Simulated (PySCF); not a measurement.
# Cl, Cl+: ionisation energy in cc-pV(D+d)Z

Wanted: the ionisation energy of chlorine, up a ladder of methods.

Program: PySCF 2.14.0. Level of theory: unrestricted determinants in a Gaussian basis, no spin-orbit coupling in the energies. These are calculated values, not measurements, unless marked.

6 further runs of the same task are left out: 6 that didn't finish.

**1. The system**

* Element: chlorine (Z = 17)
* Basis: cc-pV(D+d)Z
* Hamiltonian: the non-relativistic Hamiltonian (point nucleus)
* State 1: Cl: [Ne] 3s2 3p5, 2P determinant
* State 2: Cl+: [Ne] 3s2 3p4, high-spin 3P determinant
* Methods: UHF, TPSS, LDA, MP2, CCSD(T)
* Core shells frozen in the correlated runs: valence: [Ne] (for Cl)

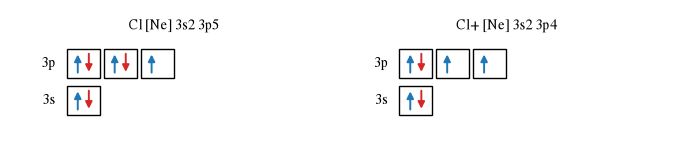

The shells outside the core, filled by Hund's rule for the drawing.

The runs were made by one driver on top of PySCF. The scripts below sum up each run's settings (the driver also hands on starting orbitals that pick excited configurations, and frozen orbitals as a list rather than a count), and the logs come from the driver's own runs. The driver starts from symmetry-adapted Hartree-Fock orbitals, holds the occupation by maximum overlap and uses a logarithmic radial grid for functionals, so a plain start would take other cycles.

It was started by

```sh
$ OMP_NUM_THREADS=1 python atomrun2.py TASK.json OUT
```

The integrals over 23 functions and the set-up took 0.04 s of CPU time.

**2. Cl**

Level: UHF.

Contents of input.py:

```python
from pyscf import gto, scf, dft, mp, cc
import basis_set_exchange as bse
mol = gto.M(atom="Cl 0 0 0", charge=0, spin=1, symmetry="D2h",
            basis=gto.basis.parse(bse.get_basis("cc-pV(D+d)Z", elements=["Cl"], fmt="nwchem", header=False)))
mf = scf.UHF(mol)
mf.irrep_nelec = {'Ag': (3, 3), 'B1u': (2, 2), 'B2u': (2, 2), 'B3u': (2, 1)}
mf.kernel()
```

Output:

```text
damping factor = 0
level_shift factor = 0
DIIS = <class 'pyscf.scf.diis.CDIIS'>
diis_start_cycle = 1
diis_space = 10
diis_damp = 0
SCF conv_tol = 1e-09
SCF conv_tol_grad = None
number electrons alpha = 9  beta = 8
cycle= 1 E= -459.470946451178  delta_E= -0.00365  |g|= 0.0239  |ddm|= 0.0515
cycle= 2 E= -459.471340733753  delta_E= -0.000394  |g|= 0.00819  |ddm|= 0.0197
cycle= 3 E= -459.471395738681  delta_E= -5.5e-05  |g|= 0.000693  |ddm|= 0.0138
cycle= 4 E= -459.471396349889  delta_E= -6.11e-07  |g|= 0.000169  |ddm|= 0.00355
cycle= 5 E= -459.471396388182  delta_E= -3.83e-08  |g|= 4.24e-05  |ddm|= 0.00102
cycle= 6 E= -459.471396390411  delta_E= -2.23e-09  |g|= 1.09e-05  |ddm|= 0.000258
cycle= 7 E= -459.471396390565  delta_E= -1.54e-10  |g|= 3.8e-07  |ddm|= 7.8e-05
converged SCF energy = -459.471396390565  <S^2> = 0.75636657  2S+1 = 2.0063565
```

Time after the integrals: 0.06 s (1 thread of Neoverse-V1, shared host).

The occupied shells:

```
shell  electrons  mean orbital energy (eV)  spread (eV)  rms radius (bohr)
 1s α          1                   -2854.1            0              0.106
 1s β          1                   -2853.8            0              0.106
 2s α          1                   -288.65            0              0.481
 2s β          1                   -288.34            0              0.481
 2p α          3                   -219.77        0.698              0.452
 2p β          3                   -219.22        0.450              0.452
 3s α          1                   -30.803            0               1.67
 3s β          1                   -27.515            0               1.67
 3p α          3                   -14.266        2.049               2.00
 3p β          2                   -12.936            0               2.00
```

⟨S²⟩ = 0.756, ⟨L²⟩ = 2.02.

Level: TPSS.

input.py, as changed from the run before:

```diff
@@ -4,3 +4,3 @@
             basis=gto.basis.parse(bse.get_basis("cc-pV(D+d)Z", elements=["Cl"], fmt="nwchem", header=False)))
-mf = scf.UHF(mol)
+mf = dft.UKS(mol, xc="TPSS")
 mf.irrep_nelec = {'Ag': (3, 3), 'B1u': (2, 2), 'B2u': (2, 2), 'B3u': (2, 1)}
```

Output:

```text
damping factor = 0
level_shift factor = 0
DIIS = <class 'pyscf.scf.diis.CDIIS'>
diis_start_cycle = 1
diis_space = 10
diis_damp = 0
SCF conv_tol = 1e-09
SCF conv_tol_grad = None
number electrons alpha = 9  beta = 8
XC functionals = TPSS
    J. Tao, J. P. Perdew, V. N. Staroverov, and G. E. Scuseria.,  Phys. Rev. Lett. 91, 146401 (2003)
    J. P. Perdew, J. Tao, V. N. Staroverov, and G. E. Scuseria.,  J. Chem. Phys. 120, 6898 (2004)
    J. Tao, J. P. Perdew, V. N. Staroverov, and G. E. Scuseria.,  Phys. Rev. Lett. 91, 146401 (2003)
    J. P. Perdew, J. Tao, V. N. Staroverov, and G. E. Scuseria.,  J. Chem. Phys. 120, 6898 (2004)
cycle= 1 E= -460.160425894316  delta_E= -0.00392  |g|= 0.0141  |ddm|= 0.193
cycle= 2 E= -460.160505561043  delta_E= -7.97e-05  |g|= 0.00932  |ddm|= 0.0786
cycle= 3 E= -460.160555667661  delta_E= -5.01e-05  |g|= 0.000569  |ddm|= 0.0324
cycle= 4 E= -460.160555835939  delta_E= -1.68e-07  |g|= 5.02e-05  |ddm|= 0.00145
cycle= 5 E= -460.160555838178  delta_E= -2.24e-09  |g|= 1.89e-06  |ddm|= 0.000196
cycle= 6 E= -460.160555838182  delta_E= -3.98e-12  |g|= 1.39e-07  |ddm|= 1.29e-05
converged SCF energy = -460.160555838182  <S^2> = 0.75241104  2S+1 = 2.0024096
```

Time after the integrals: 0.3 s (1 thread of Neoverse-V1, shared host).

Level: LDA.

input.py, as changed from the run before:

```diff
@@ -4,3 +4,3 @@
             basis=gto.basis.parse(bse.get_basis("cc-pV(D+d)Z", elements=["Cl"], fmt="nwchem", header=False)))
-mf = dft.UKS(mol, xc="TPSS")
+mf = dft.UKS(mol, xc="LDA,VWN")
 mf.irrep_nelec = {'Ag': (3, 3), 'B1u': (2, 2), 'B2u': (2, 2), 'B3u': (2, 1)}
```

Output:

```text
damping factor = 0
level_shift factor = 0
DIIS = <class 'pyscf.scf.diis.CDIIS'>
diis_start_cycle = 1
diis_space = 10
diis_damp = 0
SCF conv_tol = 1e-09
SCF conv_tol_grad = None
number electrons alpha = 9  beta = 8
XC functionals = LDA,VWN
    P. A. M. Dirac.,  Math. Proc. Cambridge Philos. Soc. 26, 376 (1930)
    F. Bloch.,  Z. Phys. 57, 545 (1929)
    S. H. Vosko, L. Wilk, and M. Nusair.,  Can. J. Phys. 58, 1200 (1980)
cycle= 1 E= -458.638430027195  delta_E= -0.00561  |g|= 0.0141  |ddm|= 0.217
cycle= 2 E= -458.638481450123  delta_E= -5.14e-05  |g|= 0.00818  |ddm|= 0.0655
cycle= 3 E= -458.638519125561  delta_E= -3.77e-05  |g|= 0.0019  |ddm|= 0.0333
cycle= 4 E= -458.638520950076  delta_E= -1.82e-06  |g|= 1.88e-05  |ddm|= 0.0058
cycle= 5 E= -458.638520950443  delta_E= -3.67e-10  |g|= 2.23e-06  |ddm|= 9.81e-05
converged SCF energy = -458.638520950443  <S^2> = 0.75089838  2S+1 = 2.0008982
```

It took 0.07 s on 1 thread of Neoverse-V1, shared host, the integrals not counted.

Level: MP2 (valence).

input.py, as changed from the run before:

```diff
@@ -4,4 +4,5 @@
             basis=gto.basis.parse(bse.get_basis("cc-pV(D+d)Z", elements=["Cl"], fmt="nwchem", header=False)))
-mf = dft.UKS(mol, xc="LDA,VWN")
+mf = scf.UHF(mol)
 mf.irrep_nelec = {'Ag': (3, 3), 'B1u': (2, 2), 'B2u': (2, 2), 'B3u': (2, 1)}
 mf.kernel()
+mp.UMP2(mf, frozen=5).kernel()
```

The driver printed no log here.

Time after the integrals: 0.01 s (1 thread of Neoverse-V1, shared host).

With 7 electrons correlated, the MP2 correlation energy is -0.11260 hartree (-0.02837 same spin, -0.08424 opposite spin); the SCS form gives -0.11054. Largest pairs of shells: 3p-3p -0.0741, 3s-3p -0.0314, 3s-3s -0.0072.

Level: CCSD(T) (valence).

input.py, as changed from the run before:

```diff
@@ -7,2 +7,3 @@
 mf.kernel()
-mp.UMP2(mf, frozen=5).kernel()
+mycc = cc.CCSD(mf, frozen=5).run()
+mycc.ccsd_t()
```

Output:

```text
CC2 = 0
CCSD nocc = (np.int64(4), np.int64(3)), nmo = (18, 18)
frozen orbitals [[0, 1, 2, 3, 4], [0, 1, 2, 3, 4]]
max_cycle = 100
direct = 0
conv_tol = 1e-08
conv_tol_normt = 1e-06
diis_space = 8
diis_start_cycle = 0
Init t2, MP2 energy = -0.112604703340192
Init E_corr(UCCSD) = -0.112604703340281
cycle = 1  E_corr(UCCSD) = -0.127275697333175  dE = -0.014670994  norm(t1,t2) = 0.0339038
cycle = 2  E_corr(UCCSD) = -0.12997155621445  dE = -0.00269585888  norm(t1,t2) = 0.0107049
cycle = 3  E_corr(UCCSD) = -0.131167237326372  dE = -0.00119568111  norm(t1,t2) = 0.00413706
cycle = 4  E_corr(UCCSD) = -0.131143727822806  dE = 2.35095036e-05  norm(t1,t2) = 0.00039046
cycle = 5  E_corr(UCCSD) = -0.131145927918948  dE = -2.20009614e-06  norm(t1,t2) = 8.1707e-05
cycle = 6  E_corr(UCCSD) = -0.131145603056908  dE = 3.2486204e-07  norm(t1,t2) = 1.60531e-05
cycle = 7  E_corr(UCCSD) = -0.131145722221843  dE = -1.19164935e-07  norm(t1,t2) = 3.76274e-06
cycle = 8  E_corr(UCCSD) = -0.131145687068797  dE = 3.51530452e-08  norm(t1,t2) = 5.7618e-07
cycle = 9  E_corr(UCCSD) = -0.131145694245474  dE = -7.17667628e-09  norm(t1,t2) = 1.00014e-07
UCCSD converged
E(UCCSD) = -459.6025420848102  E_corr = -0.1311456942454738
UCCSD(T) correction = -0.00149362836877493
```

It took 0.13 s on 1 thread of Neoverse-V1, shared host, the integrals not counted.

CCSD correlation -0.13115 hartree, triples -0.00149; total -459.604036. T1 = 0.006, largest double amplitude 0.048.

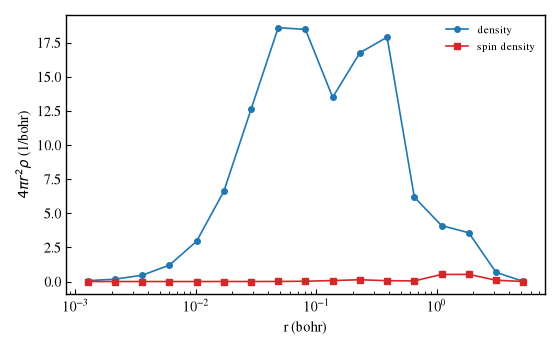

Radial density 4πr²ρ of Cl at UHF, at 17 stored radii joined by straight lines.

**3. Cl+**

Level: UHF.

Contents of input.py:

```python
from pyscf import gto, scf, dft, mp, cc
import basis_set_exchange as bse
mol = gto.M(atom="Cl 0 0 0", charge=1, spin=2, symmetry="D2h",
            basis=gto.basis.parse(bse.get_basis("cc-pV(D+d)Z", elements=["Cl"], fmt="nwchem", header=False)))
mf = scf.UHF(mol)
mf.irrep_nelec = {'Ag': (3, 3), 'B1u': (2, 1), 'B2u': (2, 2), 'B3u': (2, 1)}
mf.kernel()
```

Output:

```text
damping factor = 0
level_shift factor = 0
DIIS = <class 'pyscf.scf.diis.CDIIS'>
diis_start_cycle = 1
diis_space = 10
diis_damp = 0
SCF conv_tol = 1e-09
SCF conv_tol_grad = None
number electrons alpha = 9  beta = 7
cycle= 1 E= -459.036768169798  delta_E= -0.00406  |g|= 0.0256  |ddm|= 0.0616
cycle= 2 E= -459.037225789628  delta_E= -0.000458  |g|= 0.00895  |ddm|= 0.0239
cycle= 3 E= -459.037292108985  delta_E= -6.63e-05  |g|= 0.000683  |ddm|= 0.0169
cycle= 4 E= -459.037292675732  delta_E= -5.67e-07  |g|= 0.000131  |ddm|= 0.00393
cycle= 5 E= -459.037292696683  delta_E= -2.1e-08  |g|= 1.8e-05  |ddm|= 0.000935
cycle= 6 E= -459.037292697023  delta_E= -3.4e-10  |g|= 2.49e-06  |ddm|= 0.000127
converged SCF energy = -459.037292697023  <S^2> = 2.0075403  2S+1 = 3.0050226
```

It took 0.05 s on 1 thread of Neoverse-V1, shared host, the integrals not counted.

Orbital energies by shell (radii are means over both spins):

```
shell  electrons  mean orbital energy (eV)  spread (eV)  rms radius (bohr)
 1s α          1                   -2867.3            0              0.106
 1s β          1                   -2866.6            0              0.106
 2s α          1                   -301.73            0              0.481
 2s β          1                   -301.04            0              0.481
 2p α          3                   -232.94        0.780              0.452
 2p β          3                   -231.73        0.506              0.452
 3s α          1                   -43.607            0               1.63
 3s β          1                   -36.674            0               1.63
 3p α          3                   -26.379        2.193               1.87
 3p β          1                   -23.560            0               1.87
```

⟨S²⟩ = 2.008, ⟨L²⟩ = 2.02.

Level: TPSS.

input.py, as changed from the run before:

```diff
@@ -4,3 +4,3 @@
             basis=gto.basis.parse(bse.get_basis("cc-pV(D+d)Z", elements=["Cl"], fmt="nwchem", header=False)))
-mf = scf.UHF(mol)
+mf = dft.UKS(mol, xc="TPSS")
 mf.irrep_nelec = {'Ag': (3, 3), 'B1u': (2, 1), 'B2u': (2, 2), 'B3u': (2, 1)}
```

Output:

```text
damping factor = 0
level_shift factor = 0
DIIS = <class 'pyscf.scf.diis.CDIIS'>
diis_start_cycle = 1
diis_space = 10
diis_damp = 0
SCF conv_tol = 1e-09
SCF conv_tol_grad = None
number electrons alpha = 9  beta = 7
XC functionals = TPSS
    J. Tao, J. P. Perdew, V. N. Staroverov, and G. E. Scuseria.,  Phys. Rev. Lett. 91, 146401 (2003)
    J. P. Perdew, J. Tao, V. N. Staroverov, and G. E. Scuseria.,  J. Chem. Phys. 120, 6898 (2004)
    J. Tao, J. P. Perdew, V. N. Staroverov, and G. E. Scuseria.,  Phys. Rev. Lett. 91, 146401 (2003)
    J. P. Perdew, J. Tao, V. N. Staroverov, and G. E. Scuseria.,  J. Chem. Phys. 120, 6898 (2004)
cycle= 1 E= -459.685474067407  delta_E= -0.00414  |g|= 0.0101  |ddm|= 0.203
cycle= 2 E= -459.685534145912  delta_E= -6.01e-05  |g|= 0.00392  |ddm|= 0.0554
cycle= 3 E= -459.685542966011  delta_E= -8.82e-06  |g|= 0.000624  |ddm|= 0.0183
cycle= 4 E= -459.685543163885  delta_E= -1.98e-07  |g|= 3.15e-05  |ddm|= 0.00218
cycle= 5 E= -459.68554316473  delta_E= -8.45e-10  |g|= 6.44e-07  |ddm|= 0.000131
converged SCF energy = -459.68554316473  <S^2> = 2.0032853  2S+1 = 3.0021894
```

Time after the integrals: 0.25 s (1 thread of Neoverse-V1, shared host).

Level: LDA.

input.py, as changed from the run before:

```diff
@@ -4,3 +4,3 @@
             basis=gto.basis.parse(bse.get_basis("cc-pV(D+d)Z", elements=["Cl"], fmt="nwchem", header=False)))
-mf = dft.UKS(mol, xc="TPSS")
+mf = dft.UKS(mol, xc="LDA,VWN")
 mf.irrep_nelec = {'Ag': (3, 3), 'B1u': (2, 1), 'B2u': (2, 2), 'B3u': (2, 1)}
```

Output:

```text
damping factor = 0
level_shift factor = 0
DIIS = <class 'pyscf.scf.diis.CDIIS'>
diis_start_cycle = 1
diis_space = 10
diis_damp = 0
SCF conv_tol = 1e-09
SCF conv_tol_grad = None
number electrons alpha = 9  beta = 7
XC functionals = LDA,VWN
    P. A. M. Dirac.,  Math. Proc. Cambridge Philos. Soc. 26, 376 (1930)
    F. Bloch.,  Z. Phys. 57, 545 (1929)
    S. H. Vosko, L. Wilk, and M. Nusair.,  Can. J. Phys. 58, 1200 (1980)
cycle= 1 E= -458.155159608686  delta_E= -0.00527  |g|= 0.0114  |ddm|=  0.2
cycle= 2 E= -458.155192906732  delta_E= -3.33e-05  |g|= 0.00186  |ddm|= 0.0302
cycle= 3 E= -458.155194790109  delta_E= -1.88e-06  |g|= 0.000849  |ddm|= 0.0117
cycle= 4 E= -458.155195179814  delta_E= -3.9e-07  |g|= 1.6e-05  |ddm|= 0.00342
cycle= 5 E= -458.155195180027  delta_E= -2.13e-10  |g|= 1.2e-06  |ddm|= 8.43e-05
converged SCF energy = -458.155195180027  <S^2> = 2.0012449  2S+1 = 3.0008298
```

It took 0.07 s on 1 thread of Neoverse-V1, shared host, the integrals not counted.

Level: MP2 (valence).

input.py, as changed from the run before:

```diff
@@ -4,4 +4,5 @@
             basis=gto.basis.parse(bse.get_basis("cc-pV(D+d)Z", elements=["Cl"], fmt="nwchem", header=False)))
-mf = dft.UKS(mol, xc="LDA,VWN")
+mf = scf.UHF(mol)
 mf.irrep_nelec = {'Ag': (3, 3), 'B1u': (2, 1), 'B2u': (2, 2), 'B3u': (2, 1)}
 mf.kernel()
+mp.UMP2(mf, frozen=5).kernel()
```

The driver printed no log here.

It took 0.01 s on 1 thread of Neoverse-V1, shared host, the integrals not counted.

With 6 electrons correlated, the MP2 correlation energy is -0.09023 hartree (-0.02227 same spin, -0.06796 opposite spin); the SCS form gives -0.08897. Largest pairs of shells: 3p-3p -0.0441, 3s-3p -0.0389, 3s-3s -0.0073.

Level: CCSD(T) (valence).

input.py, as changed from the run before:

```diff
@@ -7,2 +7,3 @@
 mf.kernel()
-mp.UMP2(mf, frozen=5).kernel()
+mycc = cc.CCSD(mf, frozen=5).run()
+mycc.ccsd_t()
```

Output:

```text
CC2 = 0
CCSD nocc = (np.int64(4), np.int64(2)), nmo = (18, 18)
frozen orbitals [[0, 1, 2, 3, 4], [0, 1, 2, 3, 4]]
max_cycle = 100
direct = 0
conv_tol = 1e-08
conv_tol_normt = 1e-06
diis_space = 8
diis_start_cycle = 0
Init t2, MP2 energy = -0.0902308223978637
Init E_corr(UCCSD) = -0.0902308224020263
cycle = 1  E_corr(UCCSD) = -0.106404348089751  dE = -0.0161735257  norm(t1,t2) = 0.0390202
cycle = 2  E_corr(UCCSD) = -0.109935297289473  dE = -0.0035309492  norm(t1,t2) = 0.012772
cycle = 3  E_corr(UCCSD) = -0.111567322417016  dE = -0.00163202513  norm(t1,t2) = 0.00500512
cycle = 4  E_corr(UCCSD) = -0.111536699297183  dE = 3.06231198e-05  norm(t1,t2) = 0.000503415
cycle = 5  E_corr(UCCSD) = -0.111542103300658  dE = -5.40400348e-06  norm(t1,t2) = 8.80664e-05
cycle = 6  E_corr(UCCSD) = -0.111541524613792  dE = 5.78686866e-07  norm(t1,t2) = 1.47464e-05
cycle = 7  E_corr(UCCSD) = -0.111541735368098  dE = -2.10754307e-07  norm(t1,t2) = 3.09708e-06
cycle = 8  E_corr(UCCSD) = -0.11154164634152  dE = 8.90265782e-08  norm(t1,t2) = 5.63307e-07
cycle = 9  E_corr(UCCSD) = -0.111541657292241  dE = -1.09507206e-08  norm(t1,t2) = 1.08829e-07
cycle = 10  E_corr(UCCSD) = -0.111541664672186  dE = -7.37994522e-09  norm(t1,t2) = 5.45483e-08
UCCSD converged
E(UCCSD) = -459.148834361695  E_corr = -0.1115416646721862
UCCSD(T) correction = -0.00133398550135517
```

It took 0.13 s on 1 thread of Neoverse-V1, shared host, the integrals not counted.

CCSD correlation -0.11154 hartree, triples -0.00133; total -459.150168. T1 = 0.007, largest double amplitude 0.053.

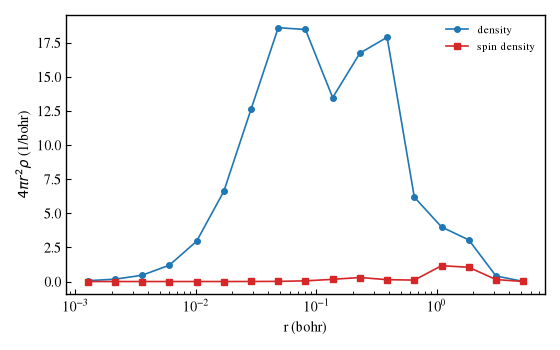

Radial density 4πr²ρ of Cl+ at UHF, at 17 stored radii joined by straight lines.

**4. Orbital energies side by side**

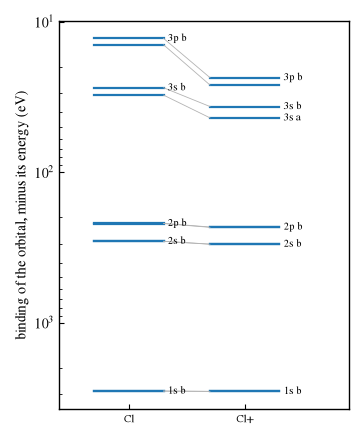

Hartree-Fock orbital energies of the states on a logarithmic scale (a, b: spin up and down; * marks an excited configuration).

**5. The energy differences**

Ionisation energy: Cl [Ne] 3s2 3p5 (2P) → Cl+ [Ne] 3s2 3p4 (3P).

```
           method  value (eV)  error (eV)  CPU time, both states (s)
              UHF      11.813      -1.161                       0.11
             TPSS      12.926      -0.048                       0.55
              LDA      13.152      +0.178                       0.14
    MP2 (valence)      12.421      -0.552                       0.11
SCS-MP2 (valence)      12.399      -0.574                       0.11
   CCSD (valence)      12.346      -0.628                           
CCSD(T) (valence)      12.350      -0.623                       0.37
```

Reference: 12.974 eV (measured; NIST levels, between the centres of gravity of the two terms). Errors of the correlated levels include the incompleteness of this basis.

Times are CPU seconds on a shared host without the integrals; correlated rows include their Hartree-Fock run, whose time holds the symmetry-adapted start and any spin-orbit constants, while functionals begin from orbitals already made.

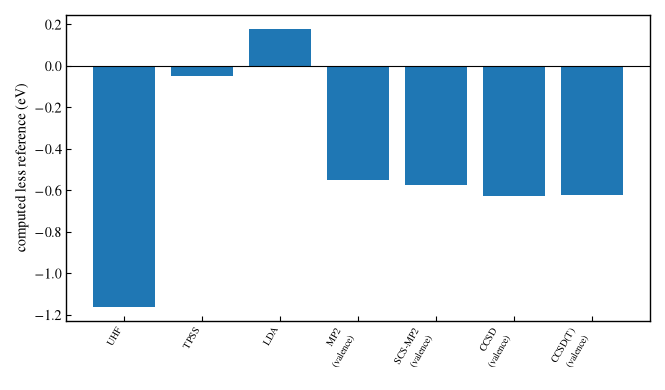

Computed less reference values by method.

**6. Results**

| quantity | value |
| --- | --- |
| ionisation energy, Cl | UHF 11.813, CCSD(T) (valence) 12.350 eV; reference 12.974 |

Accuracy against cost (mean over 1 difference):

```
           method  mean absolute miss against the measured value (with the measured fine structure taken into account where it is known) (eV)  CPU time, both states (s)
              UHF                                                                                                                       1.161                       0.11
             TPSS                                                                                                                       0.048                       0.55
              LDA                                                                                                                       0.178                       0.14
    MP2 (valence)                                                                                                                       0.552                       0.11
SCS-MP2 (valence)                                                                                                                       0.574                       0.11
   CCSD (valence)                                                                                                                       0.628                           
CCSD(T) (valence)                                                                                                                       0.623                       0.37
```

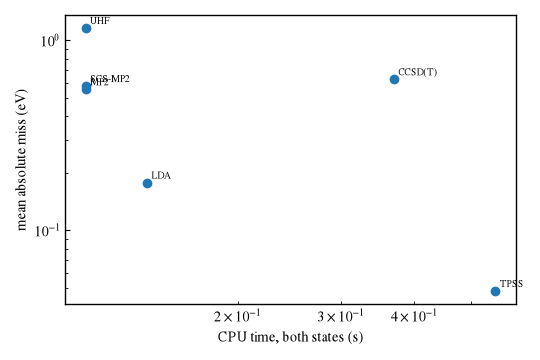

Miss against the measured value (with the measured fine structure taken into account where it is known) and CPU time.

What this shows: TPSS lands nearest to the measured value (off by 0.05 eV); UHF misses by most (1.16 eV). Hartree-Fock falls short because the species with more electrons holds more correlation energy, which it lacks. LDA is off by +0.18 eV. All values hold for this basis alone; no basis-set limit was taken. The dearest level timed, TPSS, costs 5 times the cheapest, UHF, and differs from the measured value (with the measured fine structure taken into account where it is known) by 0.05 against 1.16 eV.
